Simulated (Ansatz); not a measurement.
Saddle-point search, with input and output: Si$_{4}$H$_{12}$O$_{4}$ (part 1 of 2)

Si$_{4}$H$_{12}$O$_{4}$, computed with RKS CAM-B3LYP-D4/def2-SVP (Ansatz 0.2.0).

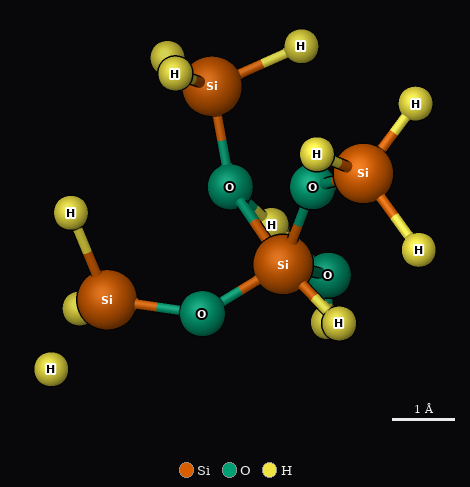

Fig. 1: The input geometry (ball-and-stick view, seen at a tilt). Bond lengths as drawn: H–O 0.86 to 1.27 Å, H–Si 1.40 to 1.68 Å and O–Si 1.56 to 1.91 Å.

Input:
```yaml
crystal:
  periodic: [false, false, false]
  atoms:
    - {symbol: Si, position_ang: [-0.894782, 0.226620, 0.469807]}
    - {symbol: O, position_ang: [0.009834, 0.363602, -1.208723]}
    - {symbol: Si, position_ang: [1.161897, -0.595251, -1.964325]}
    - {symbol: O, position_ang: [-0.223212, 1.522198, 1.027647]}
    - {symbol: Si, position_ang: [0.919467, 2.543347, 0.449752]}
    - {symbol: O, position_ang: [-0.249141, -1.276125, 0.605401]}
    - {symbol: Si, position_ang: [-0.278665, -2.452145, 1.651136]}
    - {symbol: H, position_ang: [-1.911423, 0.084438, 1.463157]}
    - {symbol: H, position_ang: [-1.149318, 0.662286, -1.567976]}
    - {symbol: O, position_ang: [-2.198904, 0.518359, -0.874637]}
    - {symbol: H, position_ang: [0.394280, -1.978056, -2.223444]}
    - {symbol: H, position_ang: [1.551185, -0.022609, -3.181038]}
    - {symbol: H, position_ang: [2.218127, -0.841635, -0.989728]}
    - {symbol: H, position_ang: [2.370477, 1.724625, 0.239535]}
    - {symbol: H, position_ang: [0.696985, 3.423726, -0.617712]}
    - {symbol: H, position_ang: [1.357964, 3.545527, 1.777137]}
    - {symbol: H, position_ang: [-0.416691, -3.670787, 0.886781]}
    - {symbol: H, position_ang: [-1.494122, -2.335334, 2.659611]}
    - {symbol: H, position_ang: [0.898696, -2.606091, 2.428336]}
    - {symbol: H, position_ang: [-2.740223, 1.180467, -0.792147]}
basis:
  gaussian: {orbitals: def2-SVP}
hamiltonian: {xc: {name: CAM-B3LYP}, dispersion: d4}
saddle:
  f_tol: 0.02
  max_steps: 40
  mode_guess:
    - [-0.2943, 0.0485, 0.0591]
    - [-0.0773, 0.0574, -0.2039]
    - [-0.0085, -0.0266, -0.0754]
    - [-0.0087, -0.0450, -0.0460]
    - [-0.0270, -0.0112, 0.0046]
    - [-0.0834, 0.0881, -0.0572]
    - [-0.0138, 0.0589, -0.0417]
    - [-0.0877, -0.0078, 0.1846]
    - [0.8038, -0.1622, -0.0843]
    - [-0.0061, 0.0207, 0.1901]
    - [-0.0237, -0.0133, -0.0092]
    - [0.0198, -0.0169, -0.0407]
    - [-0.0650, 0.0496, 0.0077]
    - [-0.0161, -0.0048, -0.0057]
    - [-0.0030, -0.0039, -0.0005]
    - [-0.0073, -0.0125, 0.0011]
    - [0.0047, 0.0193, -0.0045]
    - [0.0082, 0.0106, -0.0143]
    - [-0.0091, 0.0406, -0.0378]
    - [-0.1053, -0.0895, 0.1740]
```

Run on 4 CPU threads, shared host.

Launched with:
```bash
ansatz run in.yaml --threads 4 --pin off --events-out ev --progress --plain --max-ram 63488MiB --backend cuda --devices 0, --max-vram 37GiB
```

Output:
```
Functional definition: CAM-B3LYP
  name "CAM-B3LYP"
  cite "Yanai, Tew & Handy, Chem. Phys. Lett. 393, 51 (2004) doi:10.1016/j.cplett.2004.06.011"
  cite "Iikura, Tsuneda, Yanai & Hirao, J. Chem. Phys. 115, 3540 (2001) doi:10.1063/1.1383587"
  cite "Becke, Phys. Rev. A 38, 3098 (1988) doi:10.1103/PhysRevA.38.3098"
  cite "Lee, Yang & Parr, Phys. Rev. B 37, 785 (1988) doi:10.1103/PhysRevB.37.785"
  cite "Vosko, Wilk & Nusair, Can. J. Phys. 58, 1200 (1980) doi:10.1139/p80-159"
  parameter alpha = 0.19
  parameter beta = 0.46
  parameter omega = 0.33/bohr
  parameter ac = 0.81
  # Exact exchange under (alpha + beta erf(omega r))/r, Becke's under what is left of 1/r.
  exchange = (1 - alpha - beta)*b88_x + beta*b88_x_sr(omega) + alpha*exact_x + beta*exact_x_lr(omega)
  correlation = (1 - ac)*vwn5_c + ac*lyp_c
1900 factors; integrals over basis functions are off by at most 4.3e-4 eV
718 factors; integrals over basis functions are off by at most 9.7e-7 eV
mean field evaluation 1: about -39868.1088 eV, gradient 8.1e1 eV
mean field evaluation 2: about -39861.9443 eV, gradient 1.0e2 eV
mean field evaluation 4: about -39879.0038 eV, gradient 3.7e0 eV
mean field evaluation 8: about -39879.0217 eV, gradient 1.1e-1 eV
mean field evaluation 16: about -39879.0217 eV, gradient 1.3e-5 eV
mean field -39879.02171118 eV, -1465.5270169140 hartree, gradient 1.3e-5 eV, S^2 0.000000; 0 other end points of the search recorded, 0 dependent functions left out
the calculation of the forces begins
reference -39879.02190372 eV, -1465.5270239897 hartree; 50, 50 occupied and 138, 138 virtual orbitals, 1900 factors
these checks for a lower state are left out or cut short: stability, starts, cluster_reference, orbital_swaps, neighbouring_geometries, increment
1900 factors; integrals over basis functions are off by at most 4.3e-4 eV
718 factors; integrals over basis functions are off by at most 9.7e-7 eV
mean field -39879.02741746 eV, -1465.5272266160 hartree, gradient 9.1e-6 eV, S^2 0.000000; 0 other end points of the search recorded, 0 dependent functions left out
[... from here on the field's lines of each further geometry are left out, up to the last ...]
saddle step   1: F+E_penalty+E_count = -39879.59887990 eV  max|allowed force component| = 6.689e0 eV/Å  curvature = -10.8195 eV/Å²  mode residual = 6.04e0 eV/Å²  Δτ_max = 0.0000 Å  (1 rotations, 3 force calls, 61 SCF iters)  cluster: 3 rotations left out, max|force component along them| = 6.791e-8 eV/Å
saddle step   2: F+E_penalty+E_count = -39881.44596376 eV  max|allowed force component| = 1.467e0 eV/Å  curvature = -2.8795 eV/Å²  mode residual = 4.13e0 eV/Å²  Δτ_max = 0.1325 Å  (1 rotations, 3 force calls, 64 SCF iters)  cluster: 3 rotations left out, max|force component along them| = 5.720e-8 eV/Å
saddle step   3: F+E_penalty+E_count = -39881.71200280 eV  max|allowed force component| = 4.390e-1 eV/Å  curvature = -4.2974 eV/Å²  mode residual = 1.54e0 eV/Å²  Δτ_max = 0.0780 Å  (1 rotations, 3 force calls, 60 SCF iters)  cluster: 3 rotations left out, max|force component along them| = 1.022e-7 eV/Å
saddle step   4: F+E_penalty+E_count = -39881.74456551 eV  max|allowed force component| = 4.632e-1 eV/Å  curvature = -4.9735 eV/Å²  mode residual = 1.36e0 eV/Å²  Δτ_max = 0.0519 Å  (1 rotations, 3 force calls, 59 SCF iters)  cluster: 3 rotations left out, max|force component along them| = 6.205e-8 eV/Å
saddle step   5: F+E_penalty+E_count = -39881.75089478 eV  max|allowed force component| = 2.902e-1 eV/Å  curvature = -5.5646 eV/Å²  mode residual = 8.96e-1 eV/Å²  Δτ_max = 0.0161 Å  (1 rotations, 3 force calls, 60 SCF iters)  cluster: 3 rotations left out, max|force component along them| = 5.521e-8 eV/Å
saddle step   6: F+E_penalty+E_count = -39881.75420611 eV  max|allowed force component| = 1.117e-1 eV/Å  curvature = -5.7797 eV/Å²  mode residual = 8.15e-1 eV/Å²  Δτ_max = 0.0265 Å  (1 rotations, 3 force calls, 60 SCF iters)  cluster: 3 rotations left out, max|force component along them| = 5.053e-8 eV/Å
saddle step   7: F+E_penalty+E_count = -39881.75511982 eV  max|allowed force component| = 9.738e-2 eV/Å  curvature = -6.1979 eV/Å²  mode residual = 1.06e0 eV/Å²  Δτ_max = 0.0163 Å  (1 rotations, 3 force calls, 60 SCF iters)  cluster: 3 rotations left out, max|force component along them| = 4.919e-8 eV/Å
saddle step   8: F+E_penalty+E_count = -39881.75599375 eV  max|allowed force component| = 6.733e-2 eV/Å  curvature = -6.2863 eV/Å²  mode residual = 5.38e-1 eV/Å²  Δτ_max = 0.0081 Å  (1 rotations, 3 force calls, 57 SCF iters)  cluster: 3 rotations left out, max|force component along them| = 2.350e-8 eV/Å
saddle step   9: F+E_penalty+E_count = -39881.75648485 eV  max|allowed force component| = 3.490e-2 eV/Å  curvature = -6.2967 eV/Å²  mode residual = 5.64e-1 eV/Å²  Δτ_max = 0.0068 Å  (1 rotations, 3 force calls, 59 SCF iters)  cluster: 3 rotations left out, max|force component along them| = 3.195e-8 eV/Å
saddle step  10: F+E_penalty+E_count = -39881.75680753 eV  max|allowed force component| = 2.582e-2 eV/Å  curvature = -6.3718 eV/Å²  mode residual = 6.10e-1 eV/Å²  Δτ_max = 0.0079 Å  (1 rotations, 3 force calls, 58 SCF iters)  cluster: 3 rotations left out, max|force component along them| = 6.465e-8 eV/Å
saddle step  11: F+E_penalty+E_count = -39881.75726060 eV  max|allowed force component| = 2.696e-2 eV/Å  curvature = -6.3868 eV/Å²  mode residual = 3.48e-1 eV/Å²  Δτ_max = 0.0188 Å  (1 rotations, 3 force calls, 60 SCF iters)  cluster: 3 rotations left out, max|force component along them| = 5.476e-8 eV/Å
saddle step  12: F+E_penalty+E_count = -39881.75749503 eV  max|allowed force component| = 3.349e-2 eV/Å  curvature = -6.4944 eV/Å²  mode residual = 4.20e-1 eV/Å²  Δτ_max = 0.0246 Å  (1 rotations, 3 force calls, 61 SCF iters)  cluster: 3 rotations left out, max|force component along them| = 5.649e-8 eV/Å
saddle step  13: F+E_penalty+E_count = -39881.75769296 eV  max|allowed force component| = 1.640e-2 eV/Å  curvature = -6.4167 eV/Å²  mode residual = 2.10e-1 eV/Å²  Δτ_max = 0.0063 Å  (1 rotations, 5 force calls, 86 SCF iters)  cluster: 3 rotations left out, max|force component along them| = 4.506e-8 eV/Å
saddle step  14: F+E_penalty+E_count = -39881.75784364 eV  max|allowed force component| = 1.519e-2 eV/Å  curvature = -6.3589 eV/Å²  mode residual = 1.69e-1 eV/Å²  Δτ_max = 0.0087 Å  (1 rotations, 6 force calls, 100 SCF iters)  cluster: 3 rotations left out, max|force component along them| = 3.191e-8 eV/Å
saddle step  15: F+E_penalty+E_count = -39881.75792996 eV  max|allowed force component| = 9.141e-3 eV/Å  curvature = -6.3477 eV/Å²  mode residual = 1.68e-1 eV/Å²  Δτ_max = 0.0111 Å  (1 rotations, 10 force calls, 161 SCF iters)  cluster: 3 rotations left out, max|force component along them| = 2.772e-8 eV/Å
saddle search: the force at step 16 is within saddle.f_tol, and the search now checks the order of the point unasked, as it does wherever a lone molecule whose rigid rotations it leaves out would converge (saddle.isolated_cluster): at most 100 rotations across the mode and 202 force calls, two more next to a line or behind a second negative curvature, two more where it reads a positive, two for each turn that reads one and six more at each negative that it reads, and up to 22 at one that stands (24 where saddle.amplitude is under 0.005 Å), over each length that the point is read over (saddle.order_check: false declines the check)
saddle search: the rotation starts from a random direction (saddle.seed = 0)
the calculation of the forces begins
reference -39881.19809949 eV, -1465.6069977094 hartree; 50, 50 occupied and 138, 138 virtual orbitals, 1900 factors
1900 factors; integrals over basis functions are off by at most 5.8e-4 eV
718 factors; integrals over basis functions are off by at most 6.3e-7 eV
mean field -39881.19788019 eV, -1465.6069896500 hartree, gradient 1.4e-5 eV, S^2 0.000000; 1 other end points of the search recorded, 0 dependent functions left out
the calculation of the forces begins
reference -39881.19807218 eV, -1465.6069967058 hartree; 50, 50 occupied and 138, 138 virtual orbitals, 1900 factors
saddle step  16: F+E_penalty+E_count = -39881.75800113 eV  max|allowed force component| = 5.804e-3 eV/Å  curvature = -6.2323 eV/Å² (error put at 0.0094; -6.2406 at half of saddle.amplitude)  mode residual = 1.13e-1 eV/Å²  Δτ_max = 0.0201 Å  (1 rotations, 44 force calls, 647 SCF iters)  order check (unasked): unresolved, curvature across the mode = +0.0385 eV/Å² (35 force calls)  cluster: 3 rotations left out, max|force component along them| = 5.120e-8 eV/Å
```

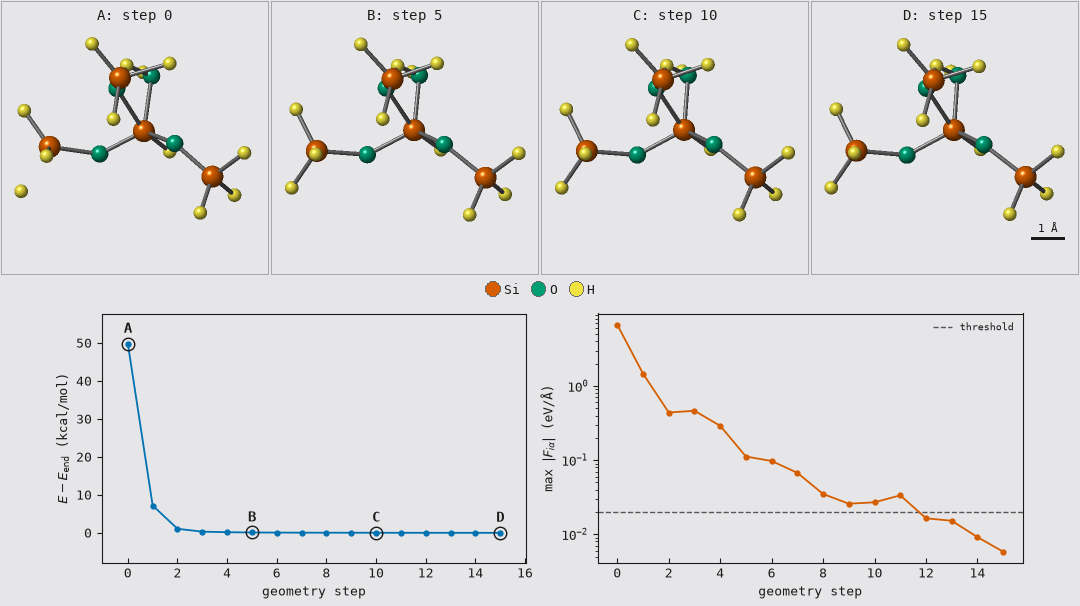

Fig. 2: Frames of the saddle-point search (ball-and-stick view, seen at a tilt) above the curves, on which the letters mark them (the first geometry is step 0 here and step 1 in the log).

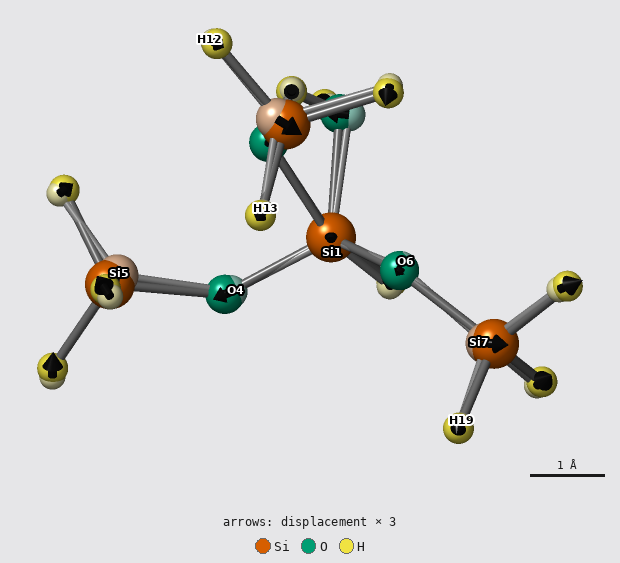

Fig. 3: Start (faint) and end (solid) with the displacements as black arrows, magnified 3 times (ball-and-stick view, seen at a tilt). The two geometries are laid on each other by the best rigid fit. The atom that moves furthest after the best rigid fit is Si5 (0.17 Å). By element the largest moves are Si 0.17 Å, H 0.15 Å, O 0.12 Å. Among the contacts that change: Si5–H16 1.720 → 1.486 Å, Si5–H14 1.679 → 1.487 Å, H9–O10 1.266 → 1.141 Å, Si3–H11 1.603 → 1.487 Å. Among the angles that change: O4–Si5–H15 123.3° → 110.7°, O2–Si3–H11 103.7° → 111.7°, H9–O10–H20 119.2° → 126.5°. After 15 geometry steps the energy has fallen by 49.8 kcal/mol. Largest force component: 6.7 eV/Å at the start, 0.0058 eV/Å at the end. (Atoms are counted from 1 in the order of the input.)

```
saddle search: converged; its order check could not tell the order of the point: after 31 rotations it read +0.038 eV/Å² across the mode with a residual of 9.15e-2 eV/Å², and holds the second-lowest curvature to +0.038 eV/Å² at the most. That shows no second curvature under the negative of saddle.curvature_tol, and does not show that there is none
Total energy: -39881.75819313 eV, -1465.6275807709 hartree
Atom 0 at    -0.932596     0.248250     0.446987 Å, force     0.001486     0.002309    -0.000756 eV/Å
Atom 1 at    -0.004211     0.388661    -1.212739 Å, force     0.000146    -0.000813     0.000779 eV/Å
Atom 2 at     1.106352    -0.681286    -1.872826 Å, force    -0.000324    -0.000090    -0.000751 eV/Å
Atom 3 at    -0.159791     1.582634     1.045690 Å, force    -0.001802    -0.001125    -0.001270 eV/Å
Atom 4 at     1.058320     2.589553     0.530786 Å, force     0.000561     0.000293    -0.001048 eV/Å
Atom 5 at    -0.232016    -1.252896     0.639172 Å, force    -0.000443    -0.001878     0.001337 eV/Å
Atom 6 at    -0.291606    -2.559926     1.661817 Å, force    -0.000705     0.000320    -0.000099 eV/Å
Atom 7 at    -2.041209     0.125584     1.436570 Å, force    -0.000876     0.000377     0.000878 eV/Å
Atom 8 at    -1.198457     0.704418    -1.532526 Å, force     0.000407     0.000831     0.000539 eV/Å
Atom 9 at    -2.146246     0.624036    -0.902226 Å, force     0.004789    -0.005804    -0.000917 eV/Å
Atom 10 at     0.489755    -2.003422    -2.161467 Å, force     0.000644     0.000917    -0.000125 eV/Å
Atom 11 at     1.561344    -0.082071    -3.157645 Å, force    -0.000091     0.000063     0.000281 eV/Å
Atom 12 at     2.269289    -0.840026    -0.966108 Å, force    -0.000334    -0.000065    -0.000578 eV/Å
Atom 13 at     2.288278     1.834635     0.171160 Å, force    -0.000370     0.000159     0.000198 eV/Å
Atom 14 at     0.614952     3.397010    -0.639373 Å, force     0.000050    -0.000277     0.000209 eV/Å
Atom 15 at     1.370966     3.511531     1.653433 Å, force     0.000175     0.000284     0.000060 eV/Å
Atom 16 at    -0.429013    -3.794275     0.845191 Å, force     0.000456     0.000622     0.000271 eV/Å
Atom 17 at    -1.448889    -2.452232     2.592208 Å, force     0.000324    -0.000013    -0.001050 eV/Å
Atom 18 at     0.967988    -2.629466     2.448417 Å, force    -0.000728    -0.000044    -0.000061 eV/Å
Atom 19 at    -2.820778     1.306452    -0.787952 Å, force    -0.003366     0.003934     0.002101 eV/Å
Dipole moment:    -0.349835     0.128380    -0.302553 e Å
```
